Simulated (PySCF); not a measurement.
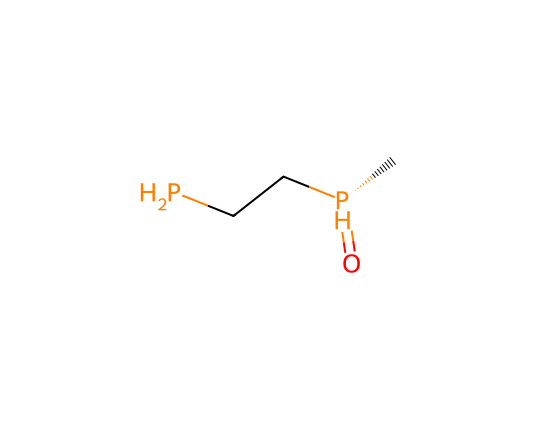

The computed structure is the end point of a GFN2-xTB optimisation. No frequency run is at hand to confirm it as a minimum. Method: PBE0/def2-SVPD, gas phase (PySCF 2.14.0). Excitations: vertical, linear response.

What does the calculation give?

The species is C3H10OP2 (`C[P@H](=O)CCP`).
- dipole moment: 4.32 D
- HOMO energy (Kohn–Sham orbital): −7.23 eV
- LUMO energy (Kohn–Sham orbital): 0.20 eV
- HOMO–LUMO gap: 7.42 eV
- mean static polarisability: 88.9 bohr³
- lowest vertical singlet excitation: 6.32 eV
- its oscillator strength: 0.085

The geometry is semi-empirical. Around P such bond lengths and angles can be off by a tenth of an ångström or more and by several degrees, and values that hang on the shape move with them.
